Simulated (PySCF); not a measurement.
## A study: C$_{2}$H$_{8}$N$_{2}$, SMILES `CN(C)N`

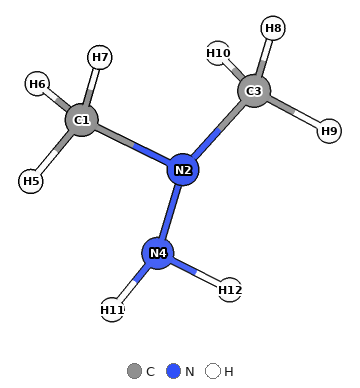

The molecule, with its atoms numbered as below. No frequency check shows the geometry to be a minimum.

Cartesian coordinates (Å):

```
C1      -1.1963    0.6739   -0.0677
N2       0.0000   -0.0074    0.3895
C3       1.1966    0.6734   -0.0677
N4      -0.0003   -1.3551   -0.1858
H5      -2.0703    0.1363    0.2990
H6      -1.2533    0.7386   -1.1623
H7      -1.2014    1.6775    0.3528
H8       1.2021    1.6770    0.3528
H9       2.0703    0.1355    0.2990
H10      1.2536    0.7381   -1.1623
H11     -0.8166   -1.8247    0.2036
H12      0.8158   -1.8250    0.2036
```

### 1. Excited states

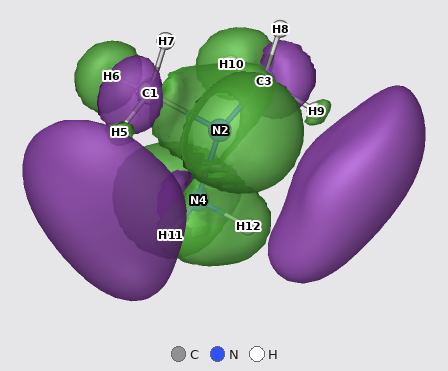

Unrelaxed difference density of S₂ less the ground state (full linear response singlet states), ±0.008 e/Å³; purple: gain, green: loss.

Computed with PySCF, PBE0/def2-SVPD, geometry: GFN2-xTB.

**How does the charge move on excitation?**

0.88 e is displaced in all, largely into diffuse regions outside the molecule. The state: 6.06 eV (205 nm), f = 0.002 (very weak), diffuse (Rydberg-like) orbital; the leading pair carries 100 %; hole on N2 (44 %), N4 (30 %) and C1 and C3 (5 % each), electron on H5 and H9 (18 % each), H11 and H12 (10 % each) and C1 and C3 (8 % each) (atom shares of so diffuse an orbital are rough); their centroids lie 0.3 Å apart.

### 2. In an electric field

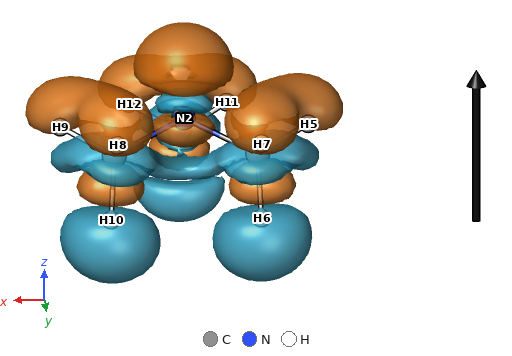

Change of the electron density in a uniform field of 0.26 V/Å along +z (arrow), surfaces at ±0.0015 e/Å³ (light blue: gain, orange: loss).

Computed with PySCF, ωB97X/6-311+G**, geometry: GFN2-xTB. The basis has diffuse s and p functions alone, which still leaves polarisabilities too small, most of all across bonds.

**What dipole is induced, and what polarisability does it imply?**

The induced dipole is 0.53 D (along the field); α along this axis, from the fields in both directions, is 41 bohr³ (6.1 Å³).

**Which atoms gain and lose the most charge?**

Electrons gather most on H6 and H10 alike (Hirshfeld charge changes by −0.010 e) and leave N2 most (+0.008 e); 0.057 electrons are displaced in all.

### 3. Removing or adding an electron

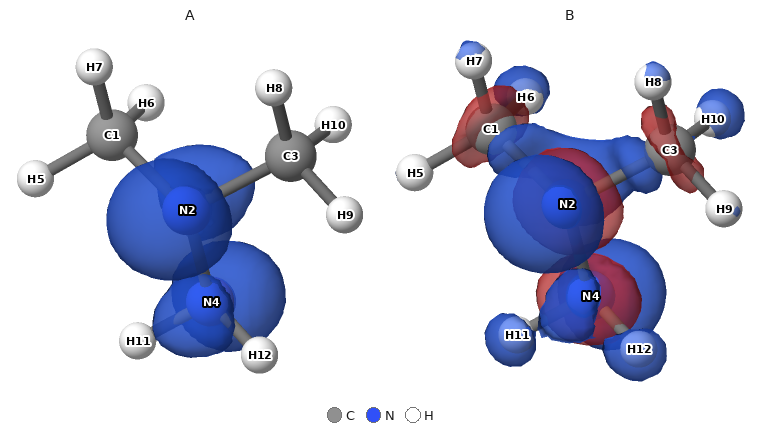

The Fukui function f⁻ from two separate SCF calculations and the density of the HOMO, at ±0.05 e/Å³ (blue positive, red negative).

Level of theory: B3LYP/6-31G* (PySCF), at a geometry from GFN2-xTB.

**Which panel is which, and how good is the frozen-orbital picture?**

B is f⁻ (it has negative regions), A the HOMO density. The HOMO lies on N2 (44 %) and N4 (32 %); f⁻ (Hirshfeld-condensed) is largest on N2 (0.24) and N4 (0.20); the vertical ionisation energy is 7.57 eV. Relaxation shifts 32 % of the electron between atoms. The orbital energy is −4.89 eV.

### 4. Localised orbitals

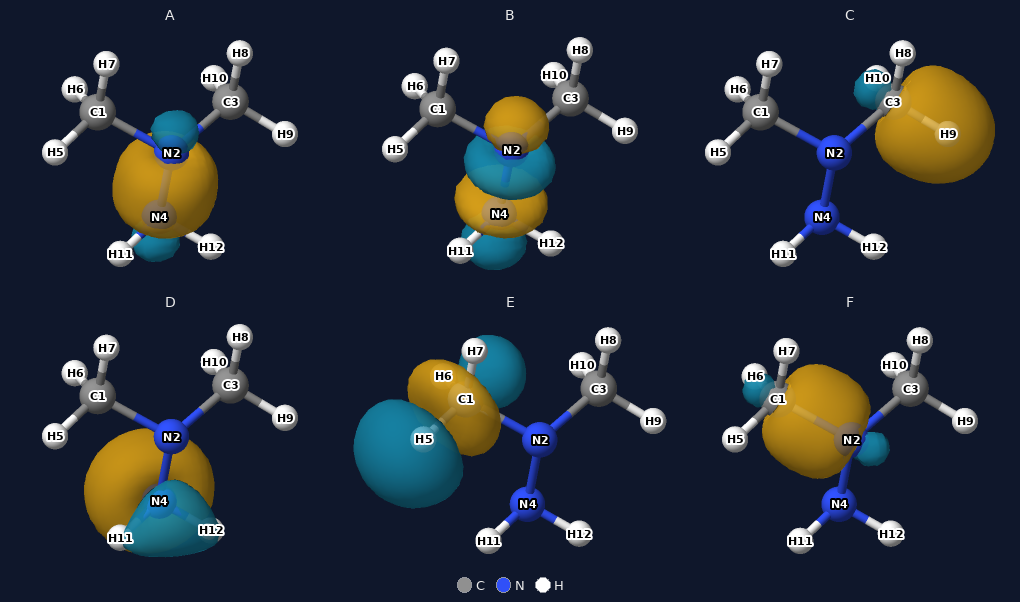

Intrinsic bond orbitals (IBO), occupied and valence-virtual; each surface holds about 85 % of the orbital's density. Energies are diagonal elements of the Fock matrix.

PySCF calculation, BLYP/def2-SVPD, gas phase; geometry: GFN2-xTB.

**What does each orbital represent in a Lewis picture?**

By panel:
- A: σ bond N4–N2 (N4 50 %, N2 49 %; −15.1 eV)
- B: σ* orbital N2–N4 (N2 50 %, N4 48 %; 5.1 eV)
- C: σ bond C3–H9 (C3 57 %, H9 43 %; −11.7 eV)
- D: lone pair on N4 (sp2.8-type) (N4 99 %; −7.1 eV)
- E: σ* orbital H5–C1 (H5 57 %, C1 43 %; 8.1 eV)
- F: σ bond N2–C1 (N2 57 %, C1 43 %; −15.2 eV)

**How do all the valence pairs divide up?**

13 pairs: 11 σ bonds and 2 lone pairs.

### 5. Stretching a bond

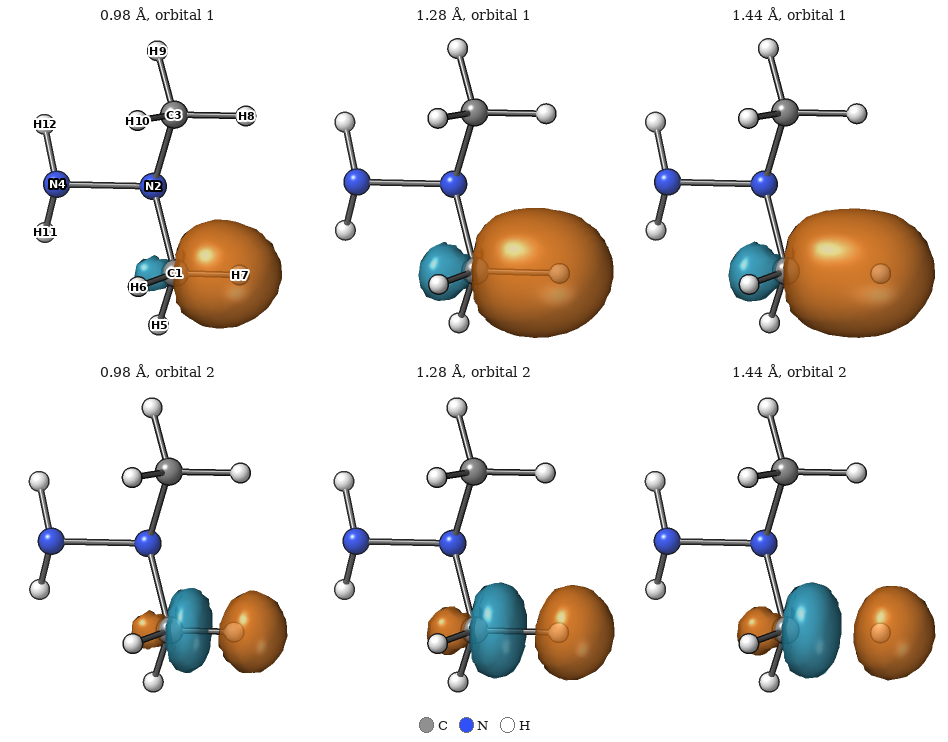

Rigid stretch of the C1–H7 bond. The two CASSCF(2,2) natural orbitals nearest half filling (orbital 1 the more occupied).

Level of theory: cc-pVDZ basis (PySCF), at a geometry from GFN2-xTB.

**How do the occupations change along the stretch?**

0.98 Å: 1.99 and 0.01; 1.28 Å: 1.97 and 0.03; 1.44 Å: 1.95 and 0.05. At the longest distance computed (3.00 Å) they are 1.30 and 0.70, and the effective number of unpaired electrons is 1.7.

**Where does the UHF solution part from RHF?**

Between 1.44 Å (⟨S²⟩ = 0, the two coincide) and 1.66 Å (⟨S²⟩ = 0.02); at 3.00 Å ⟨S²⟩ is 0.99 and UHF lies 3.4 eV below RHF.

**How much energy does the stretch cost?**

By CASSCF, 4.2 eV from the lowest point of the scan (1.07 Å) to 3.00 Å; RHF gives 7.2 eV from its own lowest point. The fragments aren't relaxed and dynamic correlation is missing, so this isn't a bond dissociation energy.
